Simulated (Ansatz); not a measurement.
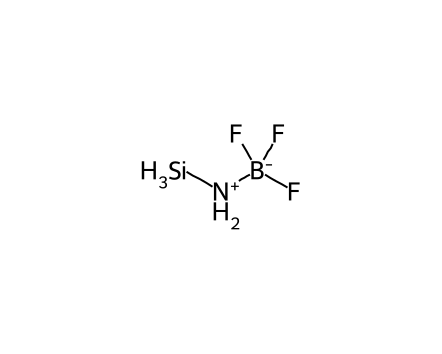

Structural formula above. The geometry was computed by an optimisation with PBE-D4/def2-SVP. No frequency run is at hand to confirm it as a minimum.

Describe the 3D structure.

It has 11 atoms: 1 boron, 3 fluorine, 5 hydrogen, 1 nitrogen and 1 silicon (BF₃H₅NSi). SMILES: `F[B-](F)(F)[NH2+][SiH3]`. It has no ring. Among its groups: Si–H bond, Si–N bond. Coordination: 1 B tetrahedral; 1 N tetrahedral; 1 Si tetrahedral.

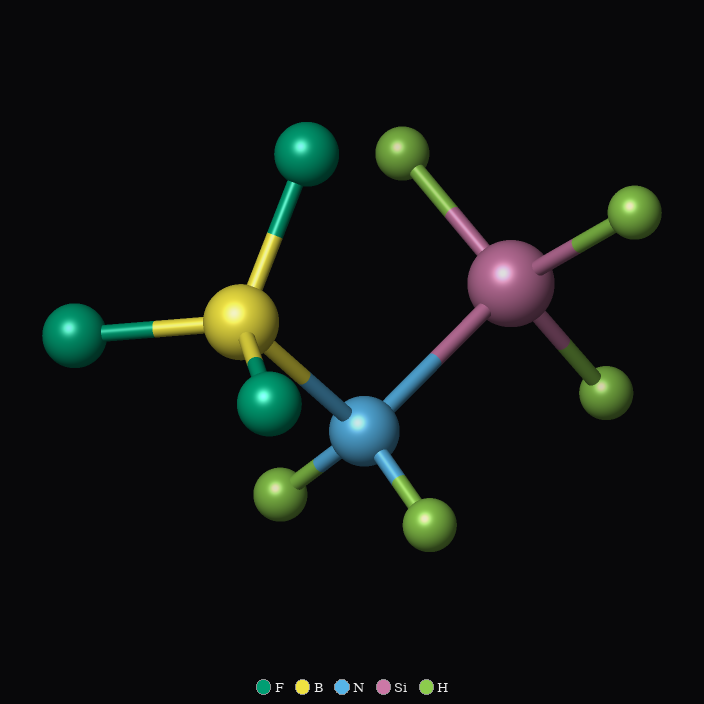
